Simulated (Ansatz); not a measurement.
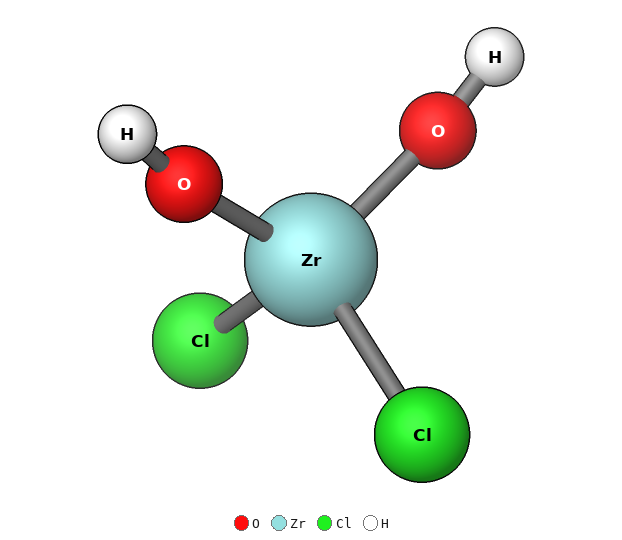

Rendered structure (ball-and-stick style). Every bond is drawn as one stick, whatever its order.

Charge 0, singlet. The geometry was computed by an optimisation with PBE0-D4/def2-TZVP.

Question: Which formula does it have?

Answer: Cl2H2O2Zr, 7 atoms: 2 chlorine, 2 hydrogen, 2 oxygen and 1 zirconium.

Question: What is the point group of this geometry?

Answer: C2v.

Question: Count the bonded pairs by element.

Answer: 2 O–Zr, 2 Cl–Zr, 2 O–H.

More results for the same structure follow; atom numbers are the same in all pictures, views and colours differ.

Shape

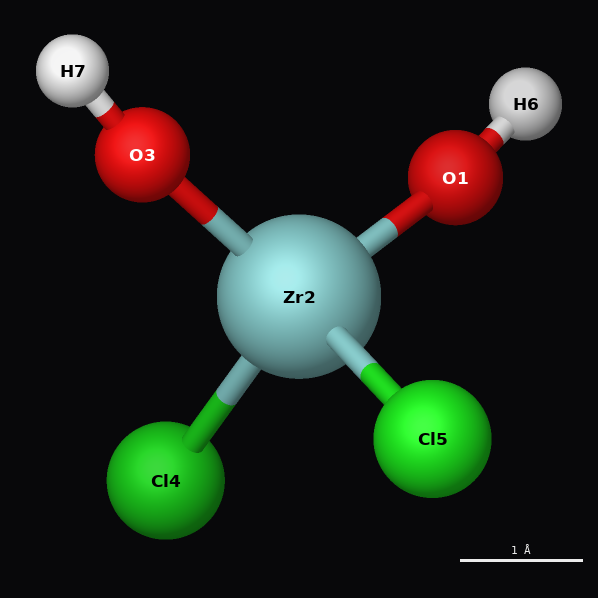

The atoms are numbered.

List the bonds and their lengths.

| bond | length (Å) |
| --- | --- |
| O1–Zr2 | 1.894 |
| O1–H6 | 0.953 |
| Zr2–O3 | 1.894 |
| Zr2–Cl4 | 2.358 |
| Zr2–Cl5 | 2.358 |
| O3–H7 | 0.953 |

Vibrations

Harmonic vibrations computed with RKS PBE0-D4/def2-TZVP, core potentials on Zr (Ansatz 0.2.0) at a stationary point of the same level.

Question: How many vibrational modes are there, and where do they lie?

Answer: 15 modes: 98, 123, 140, 144, 156, 174, 237, 273, 295, 386, 412, 739, 747, 3993, 3997 cm⁻¹.

Charges

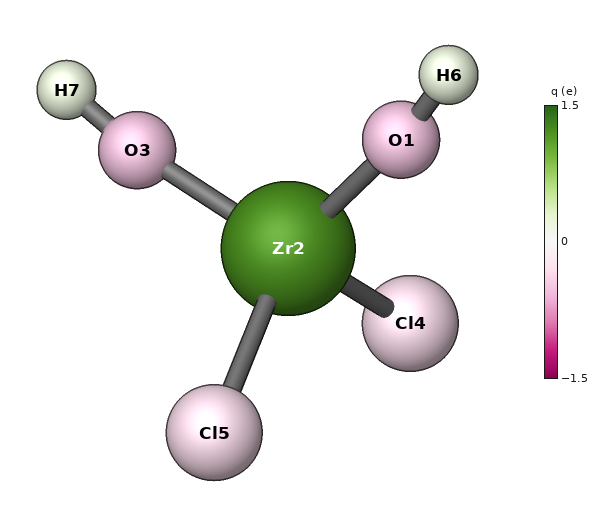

Atoms are coloured by their Mulliken charges. Level of theory: RKS ωB97M-V/def2-TZVPP, core potentials on Zr (Ansatz 0.2.0).

Question: Which atom carries the highest charge (most positive or least negative)?

Answer: Zr2 (1.19 e).

Question: And the lowest?

Answer: O1, O3 (−0.48 e).

Give the Mulliken charges atom by atom.

| atom | value (e) |
| --- | --- |
| O1 | −0.48 |
| Zr2 | 1.19 |
| O3 | −0.48 |
| Cl4 | −0.29 |
| Cl5 | −0.29 |
| H6 | 0.18 |
| H7 | 0.18 |

Thermal motion

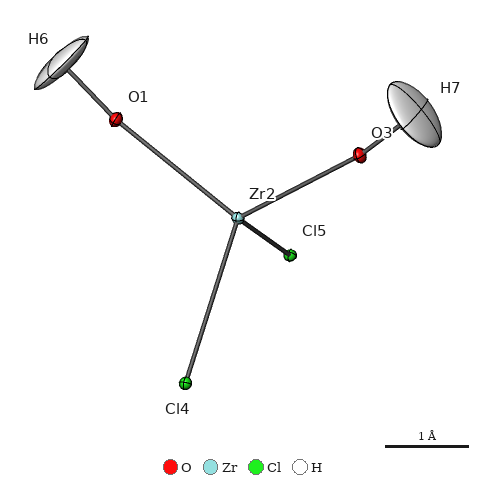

Displacement ellipsoids at the 50 % level, from the internal vibrations of the free molecule (harmonic, no overall translation or rotation; no half-axis is drawn under 0.075 Å). Vibrations computed with RKS PBE0-D4/def2-TZVP, core potentials on Zr (Ansatz 0.2.0). Temperature: 0 K (zero-point motion alone).

Give the displacement parameters, one line for each set of equivalent atoms.

| atom | U_eq (Å²) | rms amplitudes (Å) |
| --- | --- | --- |
| O1, O3 | 0.0034 | 0.041, 0.062, 0.068 |
| Zr2 | 0.00041 | 0.018, 0.021, 0.022 |
| Cl4, Cl5 | 0.0014 | 0.031, 0.034, 0.046 |
| H6, H7 | 0.0571 | 0.076, 0.275, 0.300 |

Mulliken values depend strongly on the basis set and can even reverse the polarity of a bond.
